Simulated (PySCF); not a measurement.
# UPBE/STO-3G run of N2H3 (hydrazinyl radical)

Aim: the energy change on altering one bond length of N2H3 (hydrazinyl radical) at UPBE/STO-3G, from 2 runs. 

The results are computed with PySCF 2.14.0.

6 further runs of the same task are left out: 6 set aside as unsound or not needed.

**1. The molecule**

N2H3 has 5 atoms, charge 0, and is taken as a doublet. SMILES: `[NH]N`. Geometry: relaxed at GFN2-xTB. This is one conformer, not always the lowest.

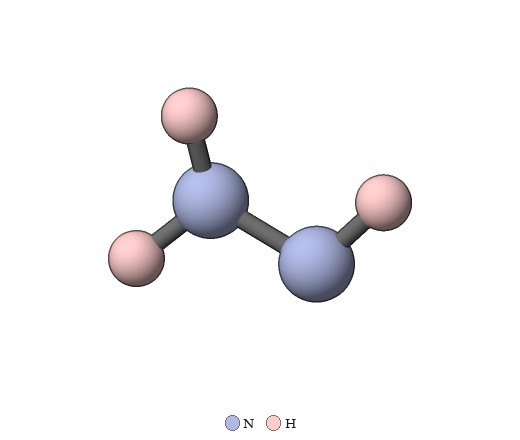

The structure, seen from a chosen angle (nitrogen light blue, hydrogen pink).

**2. The energy at UPBE/STO-3G**

start.xyz

```xyz
5

N     -0.174970    -0.805480     0.447260
N     -0.126270     0.251970    -0.365880
H      0.751750    -0.989150     0.831090
H     -1.043070     0.577800    -0.638700
H      0.592550     0.964850    -0.273770
```

run.py

```python
from pyscf import gto, dft

molecule = gto.Mole()
molecule.atom = 'start.xyz'
molecule.charge = 0
molecule.verbose = 3
molecule.spin = 1
molecule.max_memory = 1860
molecule.basis = 'sto-3g'
molecule.build()

mf = dft.UKS(molecule)
mf.xc = 'pbe'
mf.conv_tol = 1e-10
mf.grids.level = 5
mf.kernel()
if not mf.converged:
    mf = mf.newton().run(mf.mo_coeff, mf.mo_occ)

energy = mf.e_tot
print('E(%s) = %.9f' % ('PBE', energy))
```

Launch:

```sh
$ OMP_NUM_THREADS=1 python run.py
```

The log of the run:

```text
WARN: HOMO -0.102800228516418 >= LUMO -0.10280022851642

converged SCF energy = -109.607393426417  <S^2> = 0.75087039  2S+1 = 2.0008702
E(PBE) = -109.607393426
```

Run time: 2.6 s. Hardware: 1 thread of Arm Neoverse V2, shared host; peak memory 0.18 GiB.

**3. The distorted shape at the same level**

job.py

```python
from pyscf import gto, dft

molecule = gto.Mole()
molecule.atom = [
    ('N', (0.558464, -1.066142, 0.665514)),
    ('N', (0.607164, -0.008692, -0.147626)),
    ('H', (1.485184, -1.249812, 1.049344)),
    ('H', (-1.043070, 0.577800, -0.638700)),
    ('H', (1.325984, 0.704188, -0.055516)),
]
molecule.max_memory = 1860
molecule.basis = 'sto-3g'
molecule.verbose = 4
molecule.charge = 0
molecule.spin = 1
molecule.build()

mf = dft.UKS(molecule, xc='pbe')
mf.conv_tol = 1e-10
mf.grids.level = 5
mf.kernel()
if not mf.converged:
    mf = mf.newton().run(mf.mo_coeff, mf.mo_occ)

energy = mf.e_tot
print(f'total energy: {energy:.8f} hartree')
```

Launch:

```sh
$ OMP_NUM_THREADS=1 python job.py
```

The log of the run:

```text
PySCF version 2.14.0

[INPUT] num. atoms = 5
[INPUT] num. electrons = 17
[INPUT] charge = 0
[INPUT] spin (= nelec alpha-beta = 2S) = 1
[INPUT] symmetry False subgroup None
[INPUT] Mole.unit = angstrom
[INPUT] Symbol           X                Y                Z      unit          X                Y                Z       unit  Magmom
[INPUT]  1 N      0.558464000000  -1.066142000000   0.665514000000 AA    1.055344010429  -2.014716389896   1.257639192064 Bohr   0.0
[INPUT]  2 N      0.607164000000  -0.008692000000  -0.147626000000 AA    1.147373672695  -0.016425499475  -0.278972708865 Bohr   0.0
[INPUT]  3 H      1.485184000000  -1.249812000000   1.049344000000 AA    2.806591004586  -2.361802387195   1.982972770456 Bohr   0.0
[INPUT]  4 H     -1.043070000000   0.577800000000  -0.638700000000 AA   -1.971116628750   1.091883754774  -1.206968075760 Bohr   0.0
[INPUT]  5 H      1.325984000000   0.704188000000  -0.055516000000 AA    2.505746605555   1.330722460205  -0.104910035531 Bohr   0.0

nuclear repulsion = 34.4553063122889
number of shells = 9
number of NR pGTOs = 39
number of NR cGTOs = 13
basis = sto-3g
ecp = {}

******** <class 'pyscf.dft.uks.UKS'> ********
method = UKS
initial guess = minao
damping factor = 0
level_shift factor = 0
DIIS = <class 'pyscf.scf.diis.CDIIS'>
diis_start_cycle = 1
diis_space = 8
diis_damp = 0
SCF conv_tol = 1e-10
SCF conv_tol_grad = None
SCF max_cycles = 50
direct_scf = True
direct_scf_tol = 1e-13
number electrons alpha = 9  beta = 8
XC library pyscf.dft.libxc version 7.0.0
    S. Lehtola, C. Steigemann, M. J.T. Oliveira, and M. A.L. Marques.,  SoftwareX 7, 1–5 (2018)
XC functionals = pbe
    J. P. Perdew, K. Burke, and M. Ernzerhof.,  Phys. Rev. Lett. 77, 3865 (1996)
    J. P. Perdew, K. Burke, and M. Ernzerhof.,  Phys. Rev. Lett. 78, 1396 (1997)
    J. P. Perdew, K. Burke, and M. Ernzerhof.,  Phys. Rev. Lett. 77, 3865 (1996)
    J. P. Perdew, K. Burke, and M. Ernzerhof.,  Phys. Rev. Lett. 78, 1396 (1997)
radial grids:
    Treutler-Ahlrichs [JCP 102, 346 (1995); DOI:10.1063/1.469408] (M4) radial grids

becke partition: Becke, JCP 88, 2547 (1988); DOI:10.1063/1.454033
pruning grids: <function nwchem_prune>
grids dens level: 5
symmetrized grids: False
atomic radii adjust function: <function treutler_atomic_radii_adjust>
small_rho_cutoff = 0
Set gradient conv threshold to 1e-05
tot grids = 154848
init E= -109.595550855831
[... the frontier-level lines of each cycle are left out ...]


cycle= 1 E= -109.438041773633  delta_E= 0.158  |g|= 0.225  |ddm|= 2.02
cycle= 2 E= -108.624122329123  delta_E= 0.814  |g|= 0.927  |ddm|= 2.14
cycle= 3 E= -109.46247230459  delta_E= -0.838  |g|= 0.171  |ddm|= 1.76
cycle= 4 E= -109.415192291447  delta_E= 0.0473  |g|= 0.212  |ddm|= 1.12
cycle= 5 E= -109.486530274984  delta_E= -0.0713  |g|= 0.0741  |ddm|= 0.963
cycle= 6 E= -109.489765122643  delta_E= -0.00323  |g|= 0.0391  |ddm|= 0.0923
cycle= 7 E= -109.491968450614  delta_E= -0.0022  |g|= 0.015  |ddm|= 0.21
cycle= 8 E= -109.492381323473  delta_E= -0.000413  |g|= 0.00298  |ddm|= 0.095
cycle= 9 E= -109.492402478249  delta_E= -2.12e-05  |g|= 0.000825  |ddm|= 0.0158
cycle= 10 E= -109.492403685345  delta_E= -1.21e-06  |g|= 0.000315  |ddm|= 0.00465
cycle= 11 E= -109.492403849966  delta_E= -1.65e-07  |g|= 3.37e-05  |ddm|= 0.00142
cycle= 12 E= -109.492403854321  delta_E= -4.35e-09  |g|= 1.34e-05  |ddm|= 0.000243
cycle= 13 E= -109.492403854649  delta_E= -3.29e-10  |g|= 8.47e-06  |ddm|= 7.87e-05
cycle= 14 E= -109.492403854763  delta_E= -1.14e-10  |g|= 1.25e-06  |ddm|= 2.73e-05
cycle= 15 E= -109.492403854765  delta_E= -1.93e-12  |g|= 6.48e-07  |ddm|= 6.95e-06
Extra cycle  E= -109.492403854757  delta_E= 7.5e-12  |g|= 2.18e-06  |ddm|= 1.23e-05
converged SCF energy = -109.492403854757  <S^2> = 0.82362159  2S+1 = 2.0723143
total energy: -109.49240385 hartree
```

Wall time 3.9 s (1 thread of Arm Neoverse V2, shared host); peak memory 0.18 GiB.

**4. Outcome**

Level: UPBE/STO-3G.

```
                                                         quantity          value
                                        first shape: total energy  -109.60739 Eh
                                       first shape: dipole moment         2.42 D
                  first shape: HOMO energy (highest over α and β)       -0.30 eV
                   first shape: LUMO energy (lowest over α and β)        1.80 eV
                                                first shape: ⟨S²⟩          0.751
                                    distorted shape: total energy  -109.49240 Eh
                                   distorted shape: dipole moment         2.56 D
              distorted shape: HOMO energy (highest over α and β)       -1.39 eV
               distorted shape: LUMO energy (lowest over α and β)       -0.35 eV
                                            distorted shape: ⟨S²⟩          0.824
energy change with the N2–H4 bond stretched from 1.011 to 1.819 Å       3.129 eV
```

**Reading.** With the N2–H4 bond stretched from 1.011 to 1.819 Å the energy rises by 3.13 eV (72 kcal/mol). The first shape isn't relaxed at this level, so the change isn't measured from a minimum. The minimal basis adds a large error of its own. Mulliken charges (distorted shape) run from -0.20 on N1 to +0.19 on H5; they depend strongly on the basis.
